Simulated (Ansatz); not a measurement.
## Molecular dynamics, with input and output: C$_{2}$H$_{5}$AlO (part 2 of 3)

Continued. System: C$_{2}$H$_{5}$AlO. Method: UKS r2SCAN-d3bjatm/6-31G* (Ansatz 0.2.0). The geometry comes from this level: PBE0-D4/def2-TZVP.

Geometry of the input (Å):
```
Al -0.4187  1.3017  -0.4286
C  -0.5877  -0.6330  -0.2899
C  0.4585  -0.9164  0.6931
O  0.8938  -0.1614  -0.4503
H  -0.5522  1.9823  -1.8498
H  -0.3121  2.0785  0.9493
H  -0.7979  -1.4313  -0.9963
H  0.9163  -1.9012  0.7243
H  0.4885  -0.3655  1.6312
```

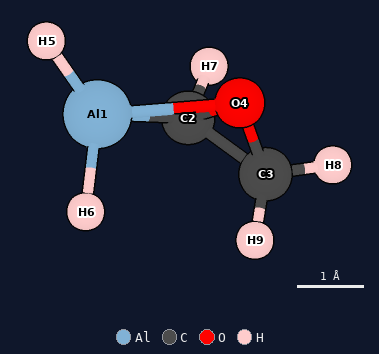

**Figure 1.** The geometry at step 16 of the log (ball-and-stick view, seen at a tilt; atoms are numbered from 1 in the order of the input).

Trajectory as extended XYZ, continued:
```
9
Properties=species:S:1:pos:R:3:forces:R:3 step=2 time_fs=2.0 energy=-10793.89332 temperature=790.5
Al   -0.4288    1.3096   -0.4349   -0.1550   0.3963  -1.0904
C    -0.5772   -0.6252   -0.2746   -1.2048  -0.9999  -1.5215
C     0.4820   -0.9153    0.6963   -0.8405  -1.5770  -0.6902
O     0.8914   -0.1823   -0.4425    1.0648   0.9352  -0.4269
H    -0.5396    2.1044   -1.8879    0.0475  -0.5257   0.6712
H    -0.3080    2.0619    0.9112    0.0678   0.3075   0.5831
H    -0.8042   -1.4189   -1.0555    0.2900   0.7876   1.0596
H     0.8894   -1.9150    0.6762    0.3074  -0.2938   0.1884
H     0.4100   -0.4557    1.6404    0.4227   0.9700   1.2268
9
Properties=species:S:1:pos:R:3:forces:R:3 step=3 time_fs=3.0 energy=-10793.77077 temperature=656.5
Al   -0.4340    1.3138   -0.4385   -0.1401   0.4576  -1.3692
C    -0.5733   -0.6224   -0.2686   -1.3245  -1.0597  -1.8532
C     0.4929   -0.9165    0.6971   -1.1516  -1.8700  -0.3986
O     0.8911   -0.1919   -0.4390    1.2512   1.2767  -0.4634
H    -0.5327    2.1591   -1.8988    0.0473  -0.7311   0.8826
H    -0.3051    2.0574    0.8993    0.0878   0.3896   0.7376
H    -0.8036   -1.4029   -1.0723    0.3091   0.8243   1.2633
H     0.8800   -1.9260    0.6544    0.3198  -0.2092   0.2813
H     0.3760   -0.4883    1.6610    0.6009   0.9220   0.9195
9
Properties=species:S:1:pos:R:3:forces:R:3 step=4 time_fs=4.0 energy=-10793.68206 temperature=557.3
Al   -0.4392    1.3181   -0.4427   -0.1033   0.5149  -1.4248
C    -0.5704   -0.6205   -0.2640   -1.3125  -0.8490  -1.8470
C     0.5029   -0.9191    0.6977   -1.4885  -1.9646   0.3129
O     0.8915   -0.2008   -0.4358    1.4053   1.5565  -0.5059
H    -0.5253    2.2068   -1.9014    0.0374  -0.8791   0.9887
H    -0.3014    2.0566    0.8945    0.0957   0.4057   0.7744
H    -0.8001   -1.3791   -1.0769    0.2472   0.5969   1.1762
H     0.8737   -1.9390    0.6353    0.2944  -0.0482   0.3715
H     0.3478   -0.5122    1.6903    0.8243   0.6668   0.1541
9
Properties=species:S:1:pos:R:3:forces:R:3 step=5 time_fs=5.0 energy=-10793.61321 temperature=480.7
Al   -0.4445    1.3226   -0.4473   -0.0429   0.5739  -1.2629
C    -0.5687   -0.6192   -0.2609   -1.1566  -0.3835  -1.4815
C     0.5117   -0.9233    0.6985   -1.8206  -1.9770   0.9966
O     0.8928   -0.2088   -0.4329    1.5102   1.7548  -0.5326
H    -0.5176    2.2462   -1.8944    0.0207  -0.9695   1.0020
H    -0.2968    2.0597    0.8971    0.0878   0.3515   0.6853
H    -0.7943   -1.3495   -1.0702    0.1047   0.1195   0.7853
H     0.8702   -1.9524    0.6197    0.2542   0.1265   0.4513
H     0.3275   -0.5296    1.7211    1.0424   0.4037  -0.6433
9
Properties=species:S:1:pos:R:3:forces:R:3 step=6 time_fs=6.0 energy=-10793.55460 temperature=416.6
Al   -0.4497    1.3273   -0.4524    0.0401   0.6234  -0.9187
C    -0.5678   -0.6183   -0.2590   -0.8648   0.2838  -0.7922
C     0.5190   -0.9291    0.7002   -2.0912  -1.9349   1.3767
O     0.8950   -0.2157   -0.4303    1.5495   1.8611  -0.5238
H    -0.5097    2.2762   -1.8779   -0.0004  -1.0009   0.9301
H    -0.2913    2.0661    0.9063    0.0642   0.2412   0.4949
H    -0.7874   -1.3188   -1.0561   -0.1052  -0.5588   0.1221
H     0.8692   -1.9647    0.6085    0.2166   0.2550   0.5085
H     0.3172   -0.5432    1.7458    1.1913   0.2301  -1.1976
9
Properties=species:S:1:pos:R:3:forces:R:3 step=7 time_fs=7.0 energy=-10793.51564 temperature=375.9
Al   -0.4550    1.3323   -0.4579    0.1417   0.6378  -0.4412
C    -0.5677   -0.6171   -0.2577   -0.4997   0.9713   0.0184
C     0.5246   -0.9365    0.7029   -2.2635  -1.8175   1.3844
O     0.8981   -0.2215   -0.4280    1.5147   1.8751  -0.4698
H    -0.5018    2.2967   -1.8524   -0.0246  -0.9682   0.7733
H    -0.2852    2.0749    0.9203    0.0282   0.1006   0.2485
H    -0.7816   -1.2934   -1.0407   -0.3278  -1.2611  -0.6238
H     0.8702   -1.9745    0.6021    0.1904   0.2981   0.5324
H     0.3182   -0.5546    1.7590    1.2405   0.1640  -1.4222
9
Properties=species:S:1:pos:R:3:forces:R:3 step=9 time_fs=9.0 energy=-10793.59685 temperature=463.1
Al   -0.4653    1.3428   -0.4690    0.3746   0.4423   0.7487
C    -0.5683   -0.6121   -0.2547   -0.0238   1.1410   0.4702
C     0.5304   -0.9555    0.7114   -2.2585  -1.3680   0.3513
O     0.9070   -0.2297   -0.4242    1.2447   1.6633  -0.2514
H    -0.4869    2.3108   -1.7817   -0.0762  -0.6733   0.1819
H    -0.2726    2.0940    0.9528   -0.0587  -0.1701  -0.2333
H    -0.7805   -1.2826   -1.0322   -0.4136  -1.4892  -0.8878
H     0.8775   -1.9860    0.6045    0.1738   0.1061   0.4657
H     0.3554   -0.5723    1.7457    1.0377   0.3478  -0.8453
9
Properties=species:S:1:pos:R:3:forces:R:3 step=10 time_fs=10.0 energy=-10793.67389 temperature=543.8
Al   -0.4703    1.3483   -0.4743    0.4893   0.1903   1.4050
C    -0.5688   -0.6081   -0.2526    0.0100   0.4775  -0.0766
C     0.5305   -0.9667    0.7163   -2.1050  -1.1102  -0.5906
O     0.9127   -0.2323   -0.4226    1.0359   1.4621  -0.1239
H    -0.4804    2.3074   -1.7420   -0.0990  -0.3984  -0.2556
H    -0.2669    2.1017    0.9668   -0.0998  -0.2672  -0.4102
H    -0.7861   -1.2994   -1.0415   -0.2304  -0.8668  -0.2297
H     0.8837   -1.9896    0.6127    0.1708  -0.0744   0.3847
H     0.3897   -0.5768    1.7247    0.8284   0.5871  -0.1031
9
Properties=species:S:1:pos:R:3:forces:R:3 step=11 time_fs=11.0 energy=-10793.69408 temperature=567.6
Al   -0.4751    1.3539   -0.4791    0.5913  -0.1570   2.0547
C    -0.5692   -0.6037   -0.2506    0.0171  -0.2968  -0.6867
C     0.5290   -0.9788    0.7208   -1.9116  -0.8442  -1.5513
O     0.9190   -0.2340   -0.4210    0.7977   1.2132  -0.0178
H    -0.4749    2.3001   -1.7048   -0.1162  -0.0579  -0.7544
H    -0.2622    2.1068    0.9769   -0.1348  -0.3295  -0.5281
H    -0.7940   -1.3245   -1.0530   -0.0159  -0.1317   0.5032
H     0.8915   -1.9940    0.6245    0.1545  -0.2403   0.2872
H     0.4318   -0.5758    1.7027    0.6179   0.8442   0.6932
9
Properties=species:S:1:pos:R:3:forces:R:3 step=12 time_fs=12.0 energy=-10793.66845 temperature=544.3
Al   -0.4797    1.3595   -0.4831    0.6747  -0.5459   2.6237
C    -0.5696   -0.5996   -0.2491    0.0646  -0.9186  -1.0800
C     0.5259   -0.9916    0.7241   -1.7117  -0.4724  -2.0957
O     0.9257   -0.2350   -0.4195    0.5460   0.9306   0.0447
H    -0.4704    2.2922   -1.6748   -0.1259   0.2903  -1.2393
H    -0.2588    2.1088    0.9820   -0.1614  -0.3558  -0.5850
H    -0.8019   -1.3509   -1.0597    0.1516   0.4597   1.0236
H     0.9009   -2.0006    0.6391    0.1091  -0.3323   0.1851
H     0.4800   -0.5666    1.6874    0.4530   0.9444   1.1229
9
Properties=species:S:1:pos:R:3:forces:R:3 step=13 time_fs=13.0 energy=-10793.65426 temperature=530.5
Al   -0.4840    1.3648   -0.4862    0.7381  -0.8830   2.9982
C    -0.5699   -0.5962   -0.2485    0.1642  -1.2917  -1.1879
C     0.5214   -1.0048    0.7256   -1.4523   0.1140  -1.9106
O     0.9328   -0.2354   -0.4179    0.2945   0.6304   0.0534
H    -0.4672    2.2871   -1.6566   -0.1298   0.5510  -1.5928
H    -0.2569    2.1074    0.9814   -0.1779  -0.3462  -0.5818
H    -0.8085   -1.3729   -1.0566    0.2462   0.8152   1.2480
H     0.9112   -2.0104    0.6555    0.0219  -0.3114   0.0858
H     0.5324   -0.5484    1.6827    0.2951   0.7217   0.8877
9
Properties=species:S:1:pos:R:3:forces:R:3 step=14 time_fs=14.0 energy=-10793.67135 temperature=547.8
Al   -0.4881    1.3699   -0.4883    0.7841  -1.0766   3.0690
C    -0.5701   -0.5939   -0.2488    0.3079  -1.3989  -1.0329
C     0.5158   -1.0179    0.7256   -1.0446   0.8599  -1.1686
O     0.9401   -0.2354   -0.4163    0.0516   0.3300   0.0133
H    -0.4652    2.2873   -1.6537   -0.1325   0.6319  -1.7031
H    -0.2567    2.1026    0.9753   -0.1825  -0.3011  -0.5195
H    -0.8127   -1.3871   -1.0416    0.2654   0.9192   1.1856
H     0.9218   -2.0232    0.6726   -0.1077  -0.1772  -0.0095
H     0.5878   -0.5233    1.6866    0.0583   0.2128   0.1658
9
Properties=species:S:1:pos:R:3:forces:R:3 step=15 time_fs=15.0 energy=-10793.69376 temperature=570.9
Al   -0.4919    1.3746   -0.4892    0.8158  -1.0943   2.7941
C    -0.5701   -0.5927   -0.2500    0.4951  -1.2277  -0.6399
C     0.5093   -1.0304    0.7247   -0.4924   1.5773  -0.3228
O     0.9474   -0.2352   -0.4147   -0.1789   0.0451  -0.0632
H    -0.4645    2.2935   -1.6671   -0.1383   0.5009  -1.5283
H    -0.2583    2.0950    0.9642   -0.1745  -0.2211  -0.3990
H    -0.8143   -1.3925   -1.0152    0.2078   0.7613   0.8548
H     0.9314   -2.0377    0.6898   -0.2636   0.0278  -0.1029
H     0.6437   -0.4962    1.6921   -0.2710  -0.3694  -0.5928
9
Properties=species:S:1:pos:R:3:forces:R:3 step=16 time_fs=16.0 energy=-10793.68973 temperature=566.0
Al   -0.4955    1.3788   -0.4892    0.8338  -0.9869   2.2329
C    -0.5697   -0.5925   -0.2517    0.7300  -0.7655  -0.0331
C     0.5024   -1.0415    0.7235    0.1061   2.1298   0.3192
O     0.9546   -0.2350   -0.4131   -0.3951  -0.2116  -0.1662
H    -0.4651    2.3046   -1.6951   -0.1479   0.2111  -1.1276
H    -0.2615    2.0853    0.9493   -0.1537  -0.1081  -0.2224
H    -0.8140   -1.3906   -0.9806    0.0708   0.3322   0.2796
H     0.9384   -2.0519    0.7059   -0.4165   0.2351  -0.1961
H     0.6970   -0.4725    1.6919   -0.6275  -0.8360  -1.0862
9
Properties=species:S:1:pos:R:3:forces:R:3 step=17 time_fs=17.0 energy=-10793.64304 temperature=516.1
Al   -0.4987    1.3828   -0.4883    0.8360  -0.8459   1.5087
C    -0.5687   -0.5928   -0.2534    0.9969  -0.0718   0.6983
C     0.4956   -1.0510    0.7226    0.6421   2.4853   0.6721
O     0.9616   -0.2349   -0.4117   -0.5932  -0.4296  -0.2899
H    -0.4672    2.3176   -1.7339   -0.1582  -0.1388  -0.6188
H    -0.2662    2.0745    0.9322   -0.1214   0.0322   0.0016
H    -0.8130   -1.3856   -0.9433   -0.1283  -0.3070  -0.4480
H     0.9414   -2.0639    0.7202   -0.5356   0.3790  -0.2874
H     0.7444   -0.4568    1.6813   -0.9383  -1.1034  -1.2367
9
Properties=species:S:1:pos:R:3:forces:R:3 step=18 time_fs=18.0 energy=-10793.56821 temperature=437.3
Al   -0.5016    1.3864   -0.4869    0.8221  -0.7431   0.7526
C    -0.5668   -0.5933   -0.2545    1.2226   0.6125   1.3242
C     0.4894   -1.0585    0.7222    1.0366   2.6513   0.7383
O     0.9682   -0.2351   -0.4104   -0.7664  -0.6012  -0.4278
H    -0.4707    2.3294   -1.7787   -0.1654  -0.4605  -0.1141
H    -0.2721    2.0640    0.9152   -0.0814   0.1877   0.2524
H    -0.8132   -1.3835   -0.9102   -0.3190  -0.9166  -1.0943
H     0.9394   -2.0723    0.7317   -0.5985   0.4171  -0.3715
H     0.7829   -0.4517    1.6588   -1.1505  -1.1474  -1.0598
9
Properties=species:S:1:pos:R:3:forces:R:3 step=19 time_fs=19.0 energy=-10793.50672 temperature=371.3
Al   -0.5043    1.3897   -0.4852    0.7964  -0.6992   0.0662
C    -0.5640   -0.5932   -0.2546    1.2844   0.9049   1.5389
C     0.4839   -1.0639    0.7224    1.2327   2.6165   0.5086
O     0.9743   -0.2356   -0.4093   -0.9061  -0.7216  -0.5682
H    -0.4758    2.3367   -1.8246   -0.1670  -0.7081   0.3199
H    -0.2788    2.0553    0.9005   -0.0402   0.3392   0.4940
H    -0.8164   -1.3901   -0.8877   -0.3847  -1.1183  -1.3511
H     0.9316   -2.0767    0.7397   -0.5958   0.3369  -0.4411
H     0.8103   -0.4576    1.6262   -1.2197  -0.9503  -0.5673
9
Properties=species:S:1:pos:R:3:forces:R:3 step=20 time_fs=20.0 energy=-10793.47349 temperature=332.4
Al   -0.5066    1.3929   -0.4836    0.7667  -0.6984  -0.4746
C    -0.5602   -0.5924   -0.2534    1.1157   0.6222   1.2381
C     0.4794   -1.0671    0.7231    1.1913   2.3485  -0.0431
O     0.9800   -0.2366   -0.4086   -1.0069  -0.7932  -0.6927
H    -0.4826    2.3373   -1.8675   -0.1625  -0.8695   0.6563
H    -0.2858    2.0499    0.8906   -0.0064   0.4615   0.6780
H    -0.8234   -1.4075   -0.8780   -0.2628  -0.7308  -1.1112
H     0.9180   -2.0778    0.7435   -0.5312   0.1561  -0.4887
H     0.8261   -0.4726    1.5881   -1.1040  -0.4965   0.2379
9
Properties=species:S:1:pos:R:3:forces:R:3 step=21 time_fs=21.0 energy=-10793.43356 temperature=287.8
Al   -0.5087    1.3957   -0.4820    0.7411  -0.7120  -0.8194
C    -0.5555   -0.5912   -0.2513    0.7823   0.0002   0.6349
C     0.4759   -1.0685    0.7236    0.9309   1.8621  -0.8636
O     0.9850   -0.2381   -0.4083   -1.0697  -0.8255  -0.7789
H    -0.4909    2.3295   -1.9042   -0.1524  -0.9517   0.8936
H    -0.2929    2.0489    0.8871    0.0123   0.5301   0.7575
H    -0.8329   -1.4318   -0.8789   -0.0189   0.0129  -0.5864
H     0.8994   -2.0775    0.7425   -0.4216  -0.0768  -0.5072
H     0.8314   -0.4924    1.5523   -0.8041   0.1607   1.2696
9
Properties=species:S:1:pos:R:3:forces:R:3 step=22 time_fs=22.0 energy=-10793.37830 temperature=232.3
Al   -0.5105    1.3983   -0.4808    0.7243  -0.7212  -0.9462
C    -0.5501   -0.5899   -0.2486    0.4010  -0.5821   0.0146
C     0.4731   -1.0684    0.7235    0.6125   1.3365  -1.6514
O     0.9894   -0.2400   -0.4085   -1.0987  -0.8316  -0.8068
H    -0.5006    2.3127   -1.9323   -0.1377  -0.9658   1.0375
H    -0.2999    2.0529    0.8909    0.0123   0.5310   0.7069
H    -0.8425   -1.4561   -0.8855    0.2287   0.7375  -0.0666
H     0.8768   -2.0779    0.7368   -0.2931  -0.2871  -0.4913
H     0.8289   -0.5106    1.5286   -0.4493   0.7829   2.2033
9
Properties=species:S:1:pos:R:3:forces:R:3 step=23 time_fs=23.0 energy=-10793.37206 temperature=229.4
Al   -0.5121    1.4007   -0.4799    0.7158  -0.7261  -0.8646
C    -0.5444   -0.5891   -0.2460    0.0419  -0.9054  -0.4732
C     0.4709   -1.0672    0.7221    0.5202   1.0926  -1.8785
O     0.9931   -0.2425   -0.4092   -1.0960  -0.8214  -0.7675
H    -0.5117    2.2865   -1.9505   -0.1196  -0.9206   1.0917
H    -0.3068    2.0620    0.9015   -0.0034   0.4668   0.5347
H    -0.8500   -1.4734   -0.8927    0.4045   1.2247   0.2906
H     0.8512   -2.0811    0.7263   -0.1729  -0.3949  -0.4379
H     0.8221   -0.5213    1.5259   -0.2905   0.9843   2.5048
9
Properties=species:S:1:pos:R:3:forces:R:3 step=24 time_fs=24.0 energy=-10793.45908 temperature=322.1
Al   -0.5134    1.4028   -0.4793    0.7105  -0.7425  -0.6088
C    -0.5387   -0.5890   -0.2437   -0.2702  -0.9173  -0.7916
C     0.4690   -1.0651    0.7192    0.7803   1.2388  -1.2863
O     0.9961   -0.2454   -0.4103   -1.0615  -0.7988  -0.6676
H    -0.5240    2.2515   -1.9583   -0.0995  -0.8205   1.0534
H    -0.3138    2.0756    0.9172   -0.0275   0.3554   0.2798
H    -0.8536   -1.4789   -0.8972    0.4835   1.4192   0.4468
H     0.8241   -2.0880    0.7116   -0.0773  -0.3461  -0.3467
H     0.8126   -0.5227    1.5473   -0.4382   0.6118   1.9209
9
Properties=species:S:1:pos:R:3:forces:R:3 step=26 time_fs=26.0 energy=-10793.68259 temperature=564.5
Al   -0.5153    1.4062   -0.4787    0.6889  -0.8920   0.2694
C    -0.5280   -0.5908   -0.2411   -0.6651  -0.0510  -0.8555
C     0.4675   -1.0577    0.7110    1.4957   1.5355   0.7779
O     1.0004   -0.2528   -0.4137   -0.9014  -0.7051  -0.3595
H    -0.5512    2.1593   -1.9449   -0.0622  -0.4585   0.6577
H    -0.3287    2.1118    0.9540   -0.0703   0.0882  -0.2799
H    -0.8472   -1.4501   -0.8937    0.3320   0.9418   0.1564
H     0.7681   -2.1099    0.6734    0.0610   0.1541  -0.0725
H     0.7782   -0.5141    1.6346   -0.8785  -0.6129  -0.2941
9
Properties=species:S:1:pos:R:3:forces:R:3 step=27 time_fs=27.0 energy=-10793.71690 temperature=604.5
Al   -0.5159    1.4075   -0.4783    0.6699  -1.0457   0.8321
C    -0.5234   -0.5920   -0.2408   -0.6906   0.7701  -0.5642
C     0.4684   -1.0522    0.7074    1.5683   1.3094   1.4533
O     1.0017   -0.2571   -0.4158   -0.7858  -0.6195  -0.1919
H    -0.5658    2.1055   -1.9276   -0.0517  -0.2032   0.2798
H    -0.3371    2.1319    0.9697   -0.0795  -0.0279  -0.5080
H    -0.8386   -1.4203   -0.8885    0.1024   0.3011  -0.2818
H     0.7406   -2.1201    0.6525    0.1393   0.4476   0.0839
H     0.7492   -0.5158    1.6794   -0.8724  -0.9318  -1.1031
9
Properties=species:S:1:pos:R:3:forces:R:3 step=28 time_fs=28.0 energy=-10793.69939 temperature=589.4
Al   -0.5162    1.4083   -0.4776    0.6488  -1.2357   1.4300
C    -0.5194   -0.5925   -0.2411   -0.6148   1.6829  -0.1316
C     0.4706   -1.0456    0.7051    1.4117   0.8935   1.7526
O     1.0025   -0.2619   -0.4180   -0.6570  -0.4977  -0.0326
H    -0.5809    2.0497   -1.9075   -0.0519   0.0796  -0.2023
H    -0.3463    2.1517    0.9805   -0.0784  -0.1166  -0.6741
H    -0.8290   -1.3876   -0.8860   -0.1806  -0.4614  -0.8203
H     0.7144   -2.1260    0.6324    0.2394   0.6525   0.2301
H     0.7118   -0.5265    1.7138   -0.7170  -0.9971  -1.5517
9
Properties=species:S:1:pos:R:3:forces:R:3 step=29 time_fs=29.0 energy=-10793.66813 temperature=559.8
Al   -0.5163    1.4088   -0.4764    0.6277  -1.4211   1.9907
C    -0.5158   -0.5918   -0.2414   -0.5450   2.3617   0.2016
C     0.4739   -1.0383    0.7041    1.0707   0.3796   1.6898
O     1.0029   -0.2669   -0.4202   -0.5216  -0.3352   0.1159
H    -0.5966    1.9946   -1.8894   -0.0643   0.3516  -0.7249
H    -0.3562    2.1704    0.9849   -0.0675  -0.1732  -0.7717
H    -0.8211   -1.3593   -0.8914   -0.3990  -1.0357  -1.2161
H     0.6904   -2.1257    0.6145    0.3574   0.7151   0.3499
H     0.6675   -0.5468    1.7333   -0.4584  -0.8427  -1.6351
```
